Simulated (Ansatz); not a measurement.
Input

```
crystal:
  periodic: [false, false, false]
  atoms:
    - {symbol: H, position_ang: [0.253690, -0.706955, 1.147380]}
    - {symbol: Si, position_ang: [0.422150, -0.877812, -0.630972]}
    - {symbol: C, position_ang: [-0.569278, 0.785021, -0.448929]}
    - {symbol: H, position_ang: [-0.217211, 1.618675, -1.110935]}
    - {symbol: O, position_ang: [-1.557437, 0.949700, 0.223770]}
    - {symbol: H, position_ang: [-0.073181, -1.432388, 0.945705]}
    - {symbol: H, position_ang: [1.741369, -0.336341, -0.126118]}
basis:
  gaussian: {orbitals: def2-TZVPP}
hamiltonian: {xc: pbe0, dispersion: d4}
output: {orbitals: {seedname: orbitals}}
```

Command:

```sh
ansatz run in.yaml --threads 2 --pin off --events-out ev --progress --plain --max-ram 4352MiB
```

The reactant side of a reaction path; geometry: PBE0-D4/def2-TZVP.

Computed with RKS PBE0-D4/def2-TZVPP in Ansatz.

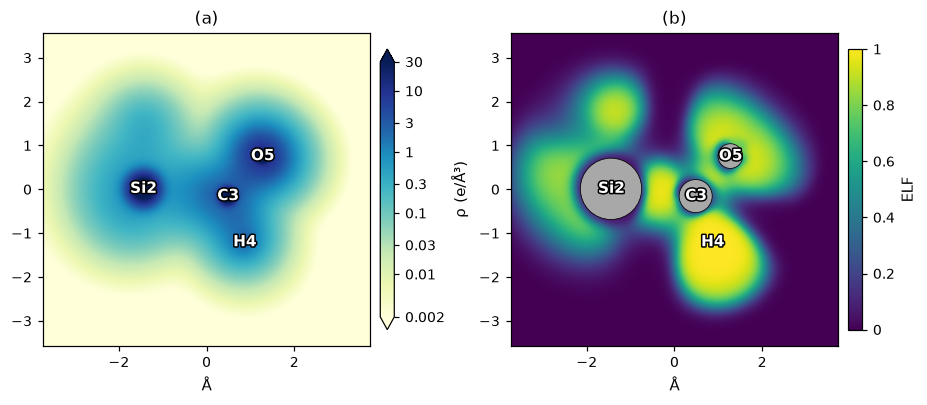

H2···CH2OSi. (a) total electron density; (b) electron localisation function on the plane of atoms H4, C3 and O5. Grey discs cover the atomic cores in the ELF map.

Interpret the plot.

Answer. The section cuts through Si, C, H and O sites.
C–O (1.21 Å): ρ is about 3.4 e/Å³ halfway; the ELF peaks at about 0.85 between the atoms: a multiple bond.
C–Si (1.94 Å): ρ is about 0.88 e/Å³ halfway; the ELF peaks at about 0.95 between the atoms; a shared electron pair.
C–H (1.12 Å): ρ is about 2 e/Å³ halfway; the ELF climbs to about 1 towards the hydrogen, as it does in any bond to H (a covalent bond by its length).
The ELF also peaks beside Si2 and O5, away from the bonds: lone-pair regions.
